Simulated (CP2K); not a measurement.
# CH5BF− (SMILES C[BH2-]F): PM6

Aim: the vertical electron affinity of CH5BF− at PM6, from 2 runs. 

Program for the calculation: CP2K 2026.2.

3 further runs of the same task are left out: 2 that didn't finish, 1 set aside as unsound or not needed.

## Step 1: The system as given

The species is CH5BF− (8 atoms), meant as a singlet with charge -1. SMILES: `C[BH2-]F`. The shape is that of a GFN2-xTB optimisation.

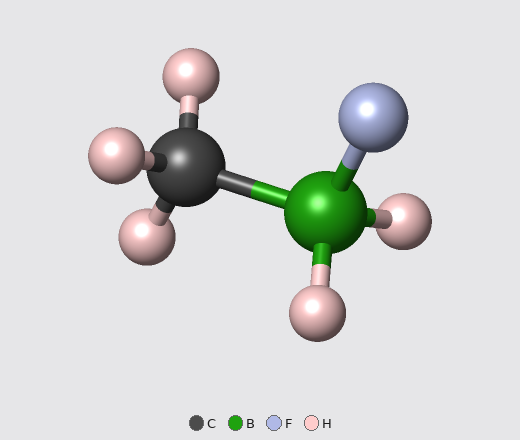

Viewed from a chosen angle; carbon dark grey, boron green, fluorine light blue, hydrogen pink.

## Step 2: A single-point energy at PM6

Contents of qs.inp:

```
&GLOBAL
  PROJECT qs
  RUN_TYPE ENERGY
  PRINT_LEVEL MEDIUM
&END GLOBAL
&FORCE_EVAL
  METHOD QUICKSTEP
  &DFT
    CHARGE -1
    # Quickstep
    &QS
      METHOD PM6
      EPS_DEFAULT 1.0E-10
      &SE
        &COULOMB
          CUTOFF [angstrom] 50
          RC_RANGE [angstrom] 0
        &END COULOMB
        &EXCHANGE
          CUTOFF [angstrom] 50
          RC_RANGE [angstrom] 0
        &END EXCHANGE
      &END SE
    &END QS
    # no periodic images
    &POISSON
      PERIODIC NONE
      POISSON_SOLVER ANALYTIC
    &END POISSON
    &SCF
      SCF_GUESS ATOMIC
      EPS_SCF 1.0E-07
      MAX_SCF 100
      ADDED_MOS 2
      &DIAGONALIZATION
        ALGORITHM STANDARD
      &END DIAGONALIZATION
      &MIXING
        METHOD DIRECT_P_MIXING
        ALPHA 0.4
      &END MIXING
    &END SCF
    &PRINT
      &MOMENTS
        PERIODIC F
        REFERENCE COM
        MAX_MOMENT 1
      &END MOMENTS
      &MO ON
        ENERGIES T
        OCCUPATION_NUMBERS T
        NDIGITS 6
        &EACH
          QS_SCF 0
        &END EACH
        ADD_LAST NUMERIC
      &END MO
      &HIRSHFELD OFF
      &END HIRSHFELD
    &END PRINT
  &END DFT
  # atoms, cell and kinds
  &SUBSYS
    &CELL
      ABC 13.4 12.8 12.7
      PERIODIC NONE
    &END CELL
    &COORD
      C     -0.631540     0.494350    -0.258780
      B      0.558430    -0.523170     0.253040
      F      1.822410     0.196230     0.281390
      H     -1.599680    -0.014200    -0.285860
      H     -0.440060     0.877130    -1.264440
      H     -0.740590     1.361010     0.397950
      H      0.338240    -0.921460     1.392730
      H      0.692770    -1.469900    -0.516030
    &END COORD
    &TOPOLOGY
      &CENTER_COORDINATES
      &END CENTER_COORDINATES
    &END TOPOLOGY
  &END SUBSYS
&END FORCE_EVAL
```

The run is started by

```
$ OMP_NUM_THREADS=1 cp2k.psmp qs.inp > qs.out
```

Standard output:

```text
CP2K| version string:                                       CP2K version 2026.2
[...]
 GLOBAL| Method name                                                        CP2K
[...]
 GLOBAL| Run type                                                         ENERGY
[...]
                             - Atoms:                                          8
[...]
                             - Spherical basis functions:                     17
[...]
 Number of electrons:                                                         20
[...]
     1 P_Mix/Diag. 0.40E+00    0.0     0.79143295       -22.3568038186 -2.24E+01
[...]
    23 DIIS/Diag.  0.74E-07    0.0     0.00000004       -26.4450316836 -3.20E-14
  *** SCF run converged in    23 steps ***
  Core-core repulsion energy [eV]:                            887.96321083467683
  Core Hamiltonian energy [eV]:                             -1197.11228295384581
  Two-electron integral energy [eV]:                         -820.91367224620785
  Electronic energy [eV]:                                   -1607.56911907694962
  Total energy [eV]:                                         -719.60590824227279
  Atomic reference energy [eV]:                               714.54156742993916
  Heat of formation [kcal/mol]:                              -116.78648279283099
[...]
 SE_DIPOLE| Moment [Debye]          1.07663023      -1.43579760       0.61009732
 SE_DIPOLE| Derivative [a.u.]       0.00000000       0.00000000       0.00000000
 ENERGY| Total FORCE_EVAL ( QS ) energy [hartree]            -26.445031683638220
[...]
```

Run time: 0.22 s. Hardware: 1 thread of Arm Neoverse V2, shared host.

## Step 3: Doublet [CH5BF]2−, same level

Contents of job.inp:

```
&GLOBAL
 PROJECT_NAME job
 RUN_TYPE ENERGY
 PRINT_LEVEL MEDIUM
&END GLOBAL

&FORCE_EVAL
 METHOD QS
 &DFT
  CHARGE -2
  MULTIPLICITY 2
  UNRESTRICTED_KOHN_SHAM T
  &QS
   METHOD PM6
   EPS_DEFAULT 1.0E-10
   &SE
    &COULOMB
     CUTOFF [angstrom] 50
     RC_RANGE [angstrom] 0
    &END COULOMB
    &EXCHANGE
     CUTOFF [angstrom] 50
     RC_RANGE [angstrom] 0
    &END EXCHANGE
   &END SE
  &END QS
  &POISSON
   PERIODIC NONE
   POISSON_SOLVER ANALYTIC
  &END POISSON
  &SCF
   SCF_GUESS ATOMIC
   EPS_SCF 1.0E-07
   MAX_SCF 100
   ADDED_MOS 2
   &DIAGONALIZATION
    ALGORITHM STANDARD
   &END DIAGONALIZATION
   &MIXING
    METHOD DIRECT_P_MIXING
    ALPHA 0.4
   &END MIXING
  &END SCF
  &PRINT
   &MOMENTS
    PERIODIC F
    REFERENCE COM
    MAX_MOMENT 1
   &END MOMENTS
   &MO ON
    ENERGIES T
    OCCUPATION_NUMBERS T
    NDIGITS 6
    &EACH
     QS_SCF 0
    &END EACH
    ADD_LAST NUMERIC
   &END MO
   &HIRSHFELD OFF
   &END HIRSHFELD
  &END PRINT
 &END DFT
 &SUBSYS
  &CELL
   ABC 13.4 12.8 12.7
   PERIODIC NONE
  &END CELL
  &COORD
   C     -0.631540     0.494350    -0.258780
   B      0.558430    -0.523170     0.253040
   F      1.822410     0.196230     0.281390
   H     -1.599680    -0.014200    -0.285860
   H     -0.440060     0.877130    -1.264440
   H     -0.740590     1.361010     0.397950
   H      0.338240    -0.921460     1.392730
   H      0.692770    -1.469900    -0.516030
  &END COORD
  &TOPOLOGY
   &CENTER_COORDINATES
   &END CENTER_COORDINATES
  &END TOPOLOGY
 &END SUBSYS
&END FORCE_EVAL
```

The run is started by

```
$ OMP_NUM_THREADS=1 cp2k.psmp job.inp > job.out
```

Standard output:

```text
CP2K| version string:                                       CP2K version 2026.2
[...]
 GLOBAL| Method name                                                        CP2K
[...]
 GLOBAL| Run type                                                         ENERGY
[...]
                             - Atoms:                                          8
[...]
                             - Spherical basis functions:                     17
[...]
 Number of electrons:                                                         11
[...]
     1 P_Mix/Diag. 0.40E+00    0.0     0.54069149       -22.3198651455 -2.23E+01
[...]
    32 DIIS/Diag.  0.98E-07    0.0     0.00000010       -26.1162607299 -1.53E-13
  *** SCF run converged in    32 steps ***
  Core-core repulsion energy [eV]:                            887.96321083467683
  Core Hamiltonian energy [eV]:                             -1218.93970626130204
  Two-electron integral energy [eV]:                         -759.36620038471142
  Electronic energy [eV]:                                   -1598.62280645365763
  Total energy [eV]:                                         -710.65959561898092
  Atomic reference energy [eV]:                               714.54156742993916
  Heat of formation [kcal/mol]:                                89.52040372136909
[...]
 SE_DIPOLE| Moment [Debye]         -0.19219132      -2.08971215       0.55977595
 SE_DIPOLE| Derivative [a.u.]       0.00000000       0.00000000       0.00000000
 ENERGY| Total FORCE_EVAL ( QS ) energy [hartree]            -26.116260729891362
[...]
```

Run time: 0.26 s. Hardware: 1 thread of Arm Neoverse V2, shared host.

## Step 4: What came out

Level: PM6.

```
                                             quantity            value
                         singlet CH5BF−: total energy     -26.44503 Eh
                          singlet CH5BF−: HOMO energy         -4.06 eV
                          singlet CH5BF−: LUMO energy          9.12 eV
                        singlet CH5BF−: HOMO–LUMO gap         13.17 eV
                    singlet CH5BF−: heat of formation  -116.8 kcal/mol
                      doublet [CH5BF]2−: total energy     -26.11626 Eh
doublet [CH5BF]2−: HOMO energy (highest over α and β)          8.77 eV
 doublet [CH5BF]2−: LUMO energy (lowest over α and β)         15.79 eV
                 doublet [CH5BF]2−: heat of formation    89.5 kcal/mol
  vertical electron affinity (to the doublet dianion)        -8.946 eV
```

The dianion lies 8.95 eV (863 kJ/mol) above the anion: the electron isn't bound at this level. The HOMO (doublet [CH5BF]2−) lies at positive energy, 8.77 eV: the electron is unbound at this level or held by a compact basis; values depend on the basis.
